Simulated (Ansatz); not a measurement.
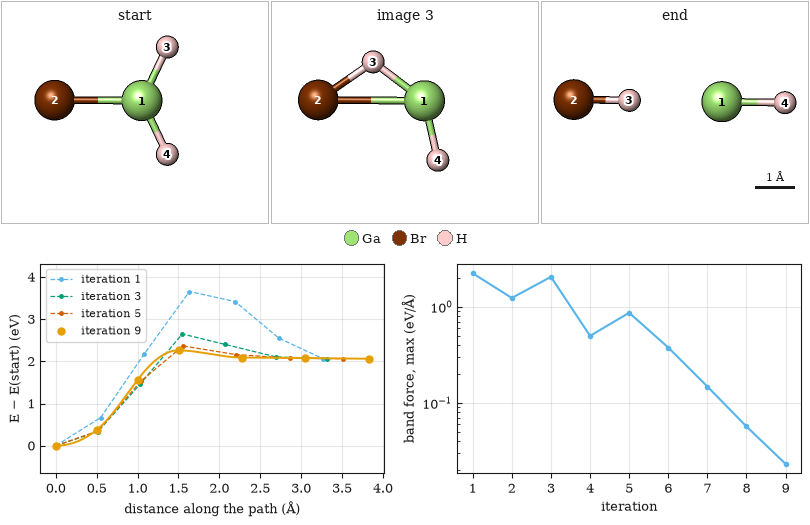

A nudged-elastic-band calculation for GaH2Br. Images are numbered from 0 (start) to 6 (end). The plot follows the band through its iterations. Style: ball-and-stick. Shown face on.

All numbers below come from RKS PBE0-D4/def2-SVP in Ansatz.

Input file:
```yaml
crystal:
  periodic: [false, false, false]
  atoms:
    - {symbol: Ga, position_ang: [-0.155257, 0.051800, 0.175642]}
    - {symbol: Br, position_ang: [1.328416, -0.443112, -1.502903]}
    - {symbol: H, position_ang: [0.363848, 1.049214, 1.251847]}
    - {symbol: H, position_ang: [-1.536907, -0.657802, 0.075415]}
basis:
  gaussian: {orbitals: def2-SVP}
hamiltonian: {xc: pbe0, dispersion: d4}
neb:
  images: 5
  climbing: true
  max_iterations: 40
  initial_path: idpp
  final_atoms:
    - {symbol: Ga, position_ang: [-1.088285, -0.291450, 0.301188]}
    - {symbol: Br, position_ang: [2.542453, 0.681548, -0.702756]}
    - {symbol: H, position_ang: [1.180841, 0.316958, -0.325670]}
    - {symbol: H, position_ang: [-2.634909, -0.706955, 0.727237]}
```

Launched with:
```bash
ansatz run in.yaml --threads 2 --pin off --events-out ev --progress --plain --max-ram 4352MiB
```

### Judge this run.

The run is converged, with reservations. The band converged in 9 iterations. The largest component of the band force went from 2.2 to 0.023 eV/Å. The climbing image converged on the top of the path. Its curvatures weren't checked. The first iteration put the highest image at 3.65 eV. Forward barrier 2.26 eV, backward barrier 0.20 eV, with image 3 at the top; the reaction energy is +2.06 eV.

The run took 74 s on 2 threads of Arm Neoverse V2, on a shared host.
